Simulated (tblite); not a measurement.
**Geometry relaxation, with input and output: C8H20N2Si3 (part 3 of 3)**

The same run, continued: C8H20N2Si3, SMILES C=C[Si@@H](N[Si@H](C)C=C)N[Si@@H](C)C=C; GFN2-xTB geometry optimisation, gas phase (tblite 0.8.0). The run did not end well.

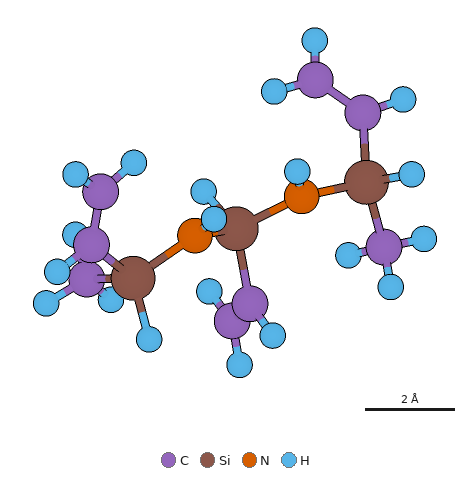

Fig. 1: The geometry at step 450 of the log (ball-and-stick view, seen at a tilt).

**Trajectory as extended XYZ, continued**
```
33
Properties=species:S:1:pos:R:3:forces:R:3 step=281 energy=-1042.45721
C    -0.4812   -3.2410    0.1410    0.0010  -0.0130  -0.0100
C     0.1464   -2.2702    0.7843   -0.0030   0.0050   0.0030
Si    0.1252   -0.4654    0.2389    0.0000  -0.0070   0.0010
N    -1.2563    0.4023    0.8403   -0.0050  -0.0060  -0.0090
Si   -2.8936    0.3043    0.2902   -0.0190  -0.0110   0.0040
C    -2.9308    0.5766   -1.5874   -0.0020   0.0030  -0.0020
C    -3.9061    1.6415    1.1582    0.0010  -0.0020   0.0040
C    -3.4885    2.4690    2.1022   -0.0020  -0.0050  -0.0050
N     1.4861    0.3392    0.9516    0.0050   0.0000  -0.0070
Si    3.1706    0.1155    0.5917    0.0020  -0.0060  -0.0130
C     3.5556   -1.7350    0.4374   -0.0080   0.0100   0.0050
C     3.6691    0.9833   -1.0127    0.0110  -0.0040   0.0070
C     2.8409    1.6772   -1.7772   -0.0030   0.0040  -0.0050
H    -0.4811   -4.2676    0.4786    0.0060   0.0070  -0.0020
H    -1.0290   -3.0504   -0.7687   -0.0010   0.0030   0.0160
H     0.6858   -2.5207    1.6906   -0.0110   0.0070  -0.0070
H     0.0727   -0.3793   -1.2243   -0.0030   0.0110   0.0040
H    -1.1650    0.7019    1.7978    0.0180   0.0050   0.0000
H    -3.5038   -1.0072    0.5988    0.0110   0.0040   0.0030
H    -2.4605   -0.2514   -2.1068    0.0100   0.0020   0.0060
H    -2.4061    1.4844   -1.8687    0.0070   0.0010   0.0020
H    -3.9495    0.6560   -1.9538   -0.0140   0.0010   0.0090
H    -4.9403    1.7221    0.8438    0.0090  -0.0060  -0.0090
H    -2.4749    2.4493    2.4700    0.0040   0.0000  -0.0190
H    -4.1318    3.2098    2.5545    0.0060  -0.0030   0.0060
H     1.2726    1.2654    1.2861    0.0000  -0.0110   0.0050
H     3.8912    0.7207    1.7273    0.0040   0.0030  -0.0040
H     3.4510   -2.2372    1.3934   -0.0080  -0.0030  -0.0050
H     4.5737   -1.8936    0.0939   -0.0170   0.0050   0.0050
H     2.8849   -2.2198   -0.2656    0.0010   0.0100   0.0030
H     4.7045    0.9043   -1.3249    0.0010  -0.0010   0.0080
H     1.8004    1.7872   -1.5152   -0.0030  -0.0040   0.0070
H     3.1506    2.1606   -2.6924    0.0030   0.0010  -0.0020
33
Properties=species:S:1:pos:R:3:forces:R:3 step=338 energy=-1042.46714
C    -0.4491   -3.0588   -0.2715    0.0230  -0.0100  -0.0050
C     0.0763   -2.1524    0.5360    0.0070  -0.0080  -0.0050
Si    0.1371   -0.3116    0.1457   -0.0090   0.0090  -0.0240
N    -1.2351    0.5219    0.8078    0.0030   0.0360   0.0070
Si   -2.9082    0.2248    0.4819   -0.0040   0.0070   0.0320
C    -3.1927    0.1766   -1.3923    0.0160  -0.0080   0.0210
C    -3.9214    1.6116    1.2650    0.0070  -0.0210  -0.0180
C    -3.4451    2.6307    1.9599   -0.0110   0.0360   0.0140
N     1.5052    0.4057    0.9343   -0.0200  -0.0020  -0.0040
Si    3.1912    0.0938    0.6615   -0.0110  -0.0080  -0.0330
C     3.4653   -1.7739    0.5096    0.0030  -0.0150  -0.0020
C     3.8290    0.9259   -0.9110    0.0080   0.0050  -0.0070
C     3.1102    1.7275   -1.6805   -0.0060  -0.0030  -0.0060
H    -0.5047   -4.1086   -0.0217   -0.0050   0.0050  -0.0010
H    -0.8444   -2.7887   -1.2382   -0.0020  -0.0080   0.0120
H     0.4636   -2.4814    1.4928   -0.0040  -0.0050   0.0050
H     0.1166   -0.1061   -1.3090    0.0000   0.0150   0.0090
H    -1.0567    0.9929    1.6803   -0.0130  -0.0180  -0.0240
H    -3.3532   -1.0549    1.0695   -0.0060  -0.0260   0.0030
H    -2.6720   -0.6662   -1.8328    0.0130  -0.0030  -0.0140
H    -2.8364    1.0790   -1.8774    0.0240   0.0200  -0.0070
H    -4.2473    0.0710   -1.6243   -0.0250  -0.0080  -0.0010
H    -4.9943    1.5486    1.1290   -0.0040  -0.0020   0.0030
H    -2.3875    2.7539    2.1281    0.0100   0.0110   0.0030
H    -4.0767    3.3944    2.3900   -0.0010  -0.0010  -0.0020
H     1.3237    1.3276    1.2972   -0.0020  -0.0050   0.0030
H     3.8854    0.6591    1.8308    0.0130   0.0050   0.0340
H     3.2105   -2.2891    1.4296   -0.0030   0.0110  -0.0050
H     4.5040   -1.9969    0.2851   -0.0050  -0.0040  -0.0020
H     2.8528   -2.1919   -0.2836    0.0030  -0.0090   0.0060
H     4.8541    0.7284   -1.2015    0.0250  -0.0050   0.0080
H     2.0843    1.9542   -1.4380   -0.0140   0.0100  -0.0130
H     3.4987    2.1847   -2.5793   -0.0110   0.0010   0.0130
33
Properties=species:S:1:pos:R:3:forces:R:3 step=394 energy=-1042.47695
C    -0.3069   -2.9340   -0.5721    0.0020   0.0010   0.0030
C     0.0230   -2.0539    0.3581   -0.0080   0.0030  -0.0120
Si    0.1164   -0.1948    0.0802    0.0010   0.0010   0.0000
N    -1.2380    0.6087    0.8123    0.0120   0.0080   0.0100
Si   -2.9115    0.1898    0.6744    0.0010   0.0080   0.0090
C    -3.3320   -0.0816   -1.1553    0.0090   0.0100   0.0050
C    -3.9330    1.5932    1.4182   -0.0070   0.0010   0.0020
C    -3.4976    2.8075    1.7114    0.0150   0.0120   0.0110
N     1.5094    0.4404    0.8943   -0.0090  -0.0060   0.0140
Si    3.1861    0.0311    0.6988   -0.0160   0.0030   0.0090
C     3.3437   -1.8410    0.4554    0.0000   0.0100  -0.0030
C     3.9692    0.9343   -0.7654    0.0000  -0.0060   0.0070
C     3.3061    1.7043   -1.6135    0.0000  -0.0010  -0.0040
H    -0.3832   -3.9944   -0.3799    0.0040  -0.0030   0.0050
H    -0.5125   -2.6313   -1.5868    0.0010   0.0010  -0.0020
H     0.2234   -2.4173    1.3594   -0.0110  -0.0050  -0.0090
H     0.0951    0.1158   -1.3565   -0.0010  -0.0090  -0.0120
H    -1.0124    1.1750    1.6130   -0.0060   0.0090   0.0040
H    -3.2188   -1.0432    1.4274   -0.0150  -0.0150   0.0070
H    -2.7763   -0.9264   -1.5487   -0.0030   0.0000   0.0100
H    -3.0836    0.7871   -1.7574    0.0020   0.0030   0.0100
H    -4.3899   -0.2869   -1.2888    0.0110  -0.0030  -0.0030
H    -4.9736    1.3680    1.6206    0.0070  -0.0060  -0.0130
H    -2.4752    3.1010    1.5330    0.0020  -0.0170  -0.0100
H    -4.1314    3.5697    2.1413   -0.0060  -0.0030  -0.0120
H     1.3625    1.3500    1.3011    0.0070   0.0020  -0.0070
H     3.8467    0.4652    1.9444   -0.0040   0.0090   0.0030
H     2.9879   -2.3763    1.3290   -0.0020  -0.0050  -0.0060
H     4.3753   -2.1338    0.2872    0.0040   0.0120  -0.0060
H     2.7564   -2.1716   -0.3954    0.0050  -0.0140  -0.0030
H     5.0357    0.8094   -0.9137    0.0040  -0.0020  -0.0100
H     2.2444    1.8614   -1.5075   -0.0030  -0.0010   0.0020
H     3.7777    2.2064   -2.4456    0.0050   0.0030   0.0020
33
Properties=species:S:1:pos:R:3:forces:R:3 step=450 energy=-1042.48480
C    -0.1887   -2.8029   -0.8901    0.0120  -0.0010   0.0010
C    -0.0635   -2.0063    0.1579   -0.0010   0.0080  -0.0020
Si    0.0691   -0.1321    0.0683   -0.0040   0.0080   0.0080
N    -1.2608    0.5870    0.9220    0.0010   0.0020   0.0040
Si   -2.9400    0.1716    0.8685    0.0030   0.0020   0.0060
C    -3.3718   -0.3413   -0.9039    0.0020  -0.0010   0.0020
C    -3.9354    1.6817    1.4121    0.0040  -0.0010  -0.0020
C    -3.4641    2.9128    1.5269   -0.0030  -0.0020  -0.0070
N     1.4806    0.4284    0.9071   -0.0010   0.0030   0.0030
Si    3.1547    0.0060    0.7235   -0.0020   0.0050   0.0030
C     3.3080   -1.8613    0.4449    0.0030   0.0010   0.0000
C     3.9974    0.9160   -0.7042   -0.0060  -0.0040  -0.0010
C     3.3837    1.7155   -1.5623   -0.0060  -0.0100   0.0010
H    -0.2941   -3.8746   -0.8035   -0.0010  -0.0070  -0.0030
H    -0.1827   -2.4167   -1.8973   -0.0040   0.0050  -0.0030
H    -0.0766   -2.4547    1.1444    0.0080   0.0010   0.0000
H     0.0359    0.3202   -1.3320   -0.0010  -0.0110  -0.0050
H    -1.0033    1.1968    1.6799   -0.0010   0.0020   0.0010
H    -3.2515   -0.9429    1.7895    0.0020   0.0150  -0.0020
H    -2.8157   -1.2300   -1.1825    0.0070  -0.0080  -0.0010
H    -3.1247    0.4403   -1.6148    0.0030   0.0110  -0.0040
H    -4.4293   -0.5625   -1.0069   -0.0060  -0.0050   0.0000
H    -4.9807    1.5131    1.6423    0.0070   0.0000   0.0020
H    -2.4340    3.1420    1.3038   -0.0050  -0.0010   0.0070
H    -4.0732    3.7484    1.8398    0.0000  -0.0030  -0.0050
H     1.3454    1.3136    1.3683   -0.0010   0.0030  -0.0020
H     3.7949    0.4228    1.9860    0.0010  -0.0100   0.0060
H     2.9234   -2.4168    1.2935   -0.0070   0.0040  -0.0050
H     4.3454   -2.1484    0.3042    0.0010  -0.0080  -0.0040
H     2.7503   -2.1733   -0.4326    0.0060  -0.0020   0.0020
H     5.0651    0.7649   -0.8198   -0.0080   0.0050  -0.0090
H     2.3230    1.8972   -1.4894    0.0030   0.0050  -0.0020
H     3.8965    2.2175   -2.3704   -0.0070  -0.0040   0.0140
33
Properties=species:S:1:pos:R:3:forces:R:3 step=507 energy=-1042.48813
C    -0.1209   -2.7352   -0.9742    0.0030   0.0020  -0.0010
C    -0.0536   -1.9801    0.1093   -0.0020  -0.0060   0.0000
Si    0.0637   -0.1030    0.0981   -0.0030  -0.0070   0.0080
N    -1.2582    0.5850    0.9877   -0.0020   0.0030  -0.0020
Si   -2.9408    0.1841    0.9331   -0.0010   0.0010   0.0010
C    -3.3489   -0.4334   -0.8108    0.0000  -0.0030   0.0010
C    -3.9395    1.7281    1.3624    0.0030   0.0000  -0.0020
C    -3.4596    2.9596    1.4258   -0.0030   0.0010   0.0020
N     1.4834    0.4123    0.9511    0.0020   0.0000  -0.0010
Si    3.1477   -0.0314    0.7298    0.0030   0.0020   0.0020
C     3.2817   -1.8934    0.4081    0.0000   0.0030   0.0030
C     3.9607    0.8952   -0.7035   -0.0010  -0.0010  -0.0020
C     3.3319    1.7299   -1.5157   -0.0010  -0.0010  -0.0010
H    -0.2050   -3.8120   -0.9372   -0.0030   0.0050   0.0030
H    -0.0887   -2.3058   -1.9634   -0.0010   0.0000  -0.0010
H    -0.0912   -2.4686    1.0758   -0.0020   0.0000   0.0020
H     0.0228    0.3977   -1.2860    0.0000   0.0000  -0.0020
H    -0.9973    1.1976    1.7423    0.0050  -0.0020  -0.0020
H    -3.2688   -0.8646    1.9219    0.0000  -0.0020   0.0010
H    -2.7588   -1.3132   -1.0445    0.0030  -0.0010  -0.0010
H    -3.1298    0.3214   -1.5594   -0.0010  -0.0010  -0.0010
H    -4.3972   -0.6997   -0.9025   -0.0030   0.0030  -0.0020
H    -4.9936    1.5813    1.5663    0.0050  -0.0010  -0.0010
H    -2.4197    3.1667    1.2285   -0.0060   0.0000   0.0000
H    -4.0709    3.8158    1.6716    0.0040   0.0010  -0.0030
H     1.3668    1.2884    1.4340    0.0010  -0.0010   0.0020
H     3.8157    0.3448    1.9906   -0.0010   0.0010  -0.0010
H     2.8114   -2.4613    1.2033   -0.0020  -0.0040  -0.0010
H     4.3208   -2.2023    0.3496    0.0010  -0.0020  -0.0040
H     2.7974   -2.1688   -0.5234    0.0000   0.0010   0.0030
H     5.0180    0.7209   -0.8688    0.0000   0.0050  -0.0030
H     2.2803    1.9364   -1.3947    0.0000   0.0020   0.0030
H     3.8231    2.2394   -2.3320    0.0020   0.0010   0.0020
33
Properties=species:S:1:pos:R:3:forces:R:3 step=563 energy=-1042.48930
C    -0.1461   -2.7692   -0.9199   -0.0010   0.0010   0.0060
C    -0.0691   -2.0081    0.1588    0.0040  -0.0050  -0.0030
Si    0.0779   -0.1331    0.1363    0.0050   0.0010  -0.0040
N    -1.2459    0.5764    1.0053    0.0000   0.0020  -0.0020
Si   -2.9313    0.1938    0.9185   -0.0030  -0.0080  -0.0080
C    -3.3069   -0.4261   -0.8323    0.0000  -0.0010  -0.0020
C    -3.9259    1.7472    1.3200   -0.0010  -0.0010  -0.0060
C    -3.4420    2.9774    1.3703    0.0020   0.0050   0.0030
N     1.4979    0.3670    0.9973   -0.0010   0.0000   0.0000
Si    3.1610   -0.0471    0.7168   -0.0020   0.0020   0.0040
C     3.3029   -1.9031    0.3653    0.0000   0.0010   0.0000
C     3.9088    0.9138   -0.7296   -0.0020  -0.0010   0.0050
C     3.2549    1.8047   -1.4581    0.0030   0.0000   0.0000
H    -0.2519   -3.8435   -0.8741    0.0030  -0.0050  -0.0040
H    -0.1023   -2.3484   -1.9123   -0.0030   0.0030   0.0010
H    -0.1181   -2.4899    1.1282   -0.0020  -0.0030   0.0040
H     0.0610    0.3563   -1.2522   -0.0030   0.0010   0.0010
H    -0.9898    1.1873    1.7626    0.0020   0.0030   0.0010
H    -3.2909   -0.8481    1.9032    0.0010  -0.0050   0.0040
H    -2.7275   -1.3186   -1.0446   -0.0040   0.0020  -0.0020
H    -3.0525    0.3195   -1.5791    0.0010  -0.0010   0.0040
H    -4.3574   -0.6717   -0.9522    0.0030   0.0010   0.0060
H    -4.9827    1.6067    1.5137    0.0010   0.0020   0.0010
H    -2.3991    3.1775    1.1827    0.0020  -0.0010  -0.0040
H    -4.0520    3.8398    1.5958   -0.0030   0.0060   0.0030
H     1.3793    1.2181    1.5221   -0.0030  -0.0020   0.0000
H     3.8616    0.3224    1.9615    0.0010  -0.0020  -0.0030
H     2.8904   -2.4862    1.1814   -0.0020  -0.0020   0.0000
H     4.3397   -2.1983    0.2377    0.0030   0.0020   0.0000
H     2.7639   -2.1752   -0.5367   -0.0010   0.0020  -0.0030
H     4.9464    0.7165   -0.9748   -0.0040   0.0020   0.0000
H     2.2214    2.0373   -1.2558    0.0030  -0.0010  -0.0010
H     3.7072    2.3365   -2.2826    0.0000   0.0020  -0.0010
33
Properties=species:S:1:pos:R:3:forces:R:3 step=620 energy=-1042.49045
C    -0.1625   -2.8298   -0.8806   -0.0050   0.0000   0.0020
C    -0.0871   -2.0603    0.1923   -0.0020   0.0020   0.0000
Si    0.0763   -0.1857    0.1541   -0.0050   0.0000  -0.0060
N    -1.2413    0.5528    1.0086    0.0070  -0.0030  -0.0040
Si   -2.9352    0.2069    0.9294    0.0100   0.0050   0.0020
C    -3.3282   -0.4636   -0.7984   -0.0030   0.0020  -0.0010
C    -3.8886    1.7991    1.2797   -0.0030   0.0010  -0.0010
C    -3.3831    3.0214    1.2480    0.0020   0.0000  -0.0030
N     1.4948    0.3056    1.0223   -0.0080  -0.0020   0.0050
Si    3.1622   -0.0665    0.7163   -0.0060  -0.0090  -0.0090
C     3.3287   -1.8977    0.2589   -0.0020  -0.0020  -0.0040
C     3.8842    0.9817   -0.6817    0.0000   0.0010  -0.0040
C     3.2135    1.9052   -1.3520   -0.0010   0.0010   0.0000
H    -0.2696   -3.9037   -0.8269    0.0010  -0.0010  -0.0030
H    -0.1181   -2.4168   -1.8764    0.0000   0.0030   0.0030
H    -0.1379   -2.5358    1.1649   -0.0010   0.0070   0.0020
H     0.0809    0.2923   -1.2387    0.0030  -0.0050   0.0060
H    -0.9774    1.1996    1.7331   -0.0040  -0.0060  -0.0030
H    -3.3176   -0.7897    1.9512    0.0010  -0.0060   0.0050
H    -2.7741   -1.3780   -0.9822    0.0010   0.0030   0.0010
H    -3.0558    0.2501   -1.5694    0.0030   0.0000  -0.0030
H    -4.3854   -0.6839   -0.9080   -0.0020  -0.0040   0.0000
H    -4.9396    1.6895    1.5192   -0.0050  -0.0010   0.0000
H    -2.3451    3.1928    1.0110    0.0040  -0.0030   0.0020
H    -3.9702    3.9055    1.4503    0.0010  -0.0020  -0.0020
H     1.3601    1.1144    1.6060    0.0080   0.0100   0.0010
H     3.8643    0.2450    1.9747    0.0080   0.0000   0.0080
H     2.9286   -2.5336    1.0416    0.0050   0.0060  -0.0070
H     4.3690   -2.1701    0.1078   -0.0110   0.0020   0.0050
H     2.7876   -2.1239   -0.6546    0.0010   0.0000   0.0030
H     4.9195    0.8065   -0.9516    0.0020   0.0030   0.0010
H     2.1810    2.1171   -1.1233   -0.0020  -0.0020  -0.0010
H     3.6493    2.4852   -2.1525    0.0020   0.0000   0.0030
```
